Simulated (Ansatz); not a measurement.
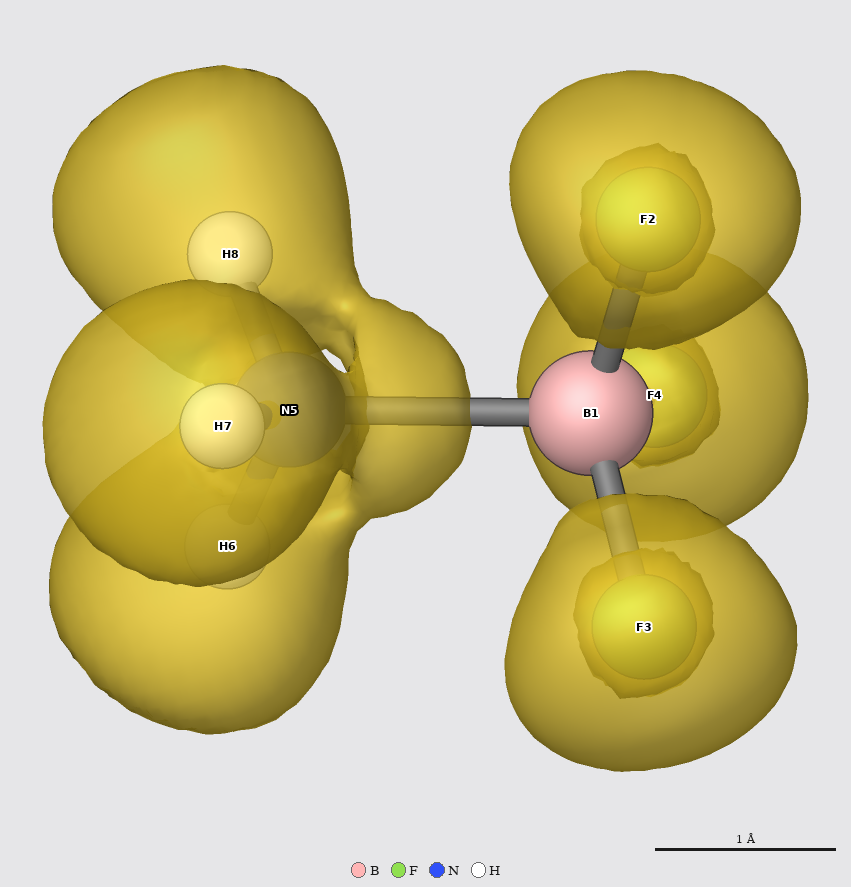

Figure. BF3H3N. Isosurface of the electron localisation function at 0.75 (yellow), seen at a tilt. Only the valence region is drawn (cores and ρ < 0.01 e/Å³ removed).

Computed with RHF/def2-SVP in Ansatz 0.2.0.

```yaml
atoms:
  - { symbol: B, position_ang: [0.0303, -0.1319, 0.1750] }
  - { symbol: F, position_ang: [0.2091, 0.6646, 1.2564] }
  - { symbol: F, position_ang: [1.0627, -0.1245, -0.7023] }
  - { symbol: F, position_ang: [-1.1928, -0.0299, -0.3990] }
  - { symbol: N, position_ang: [0.0504, -1.6870, 0.8104] }
  - { symbol: H, position_ang: [-0.0978, -2.3649, 0.0792] }
  - { symbol: H, position_ang: [0.9390, -1.8739, 1.2482] }
  - { symbol: H, position_ang: [-0.6773, -1.7920, 1.5000] }
```

Identify the bonds, lone pairs and shells in this picture.

The surface consists of three regions on F in which the atom's valence shell and bonds are merged and one joined region spread over several atoms (H, N), in which their bonds and any lone pairs are merged.

Values along the shortest contacts:
B–F (1.35 Å): the ELF peaks at about 0.85 between the atoms; a polar covalent bond. B–N (1.68 Å): the ELF peaks at about 0.95 between the atoms, as expected for a shared but strongly polarised pair.
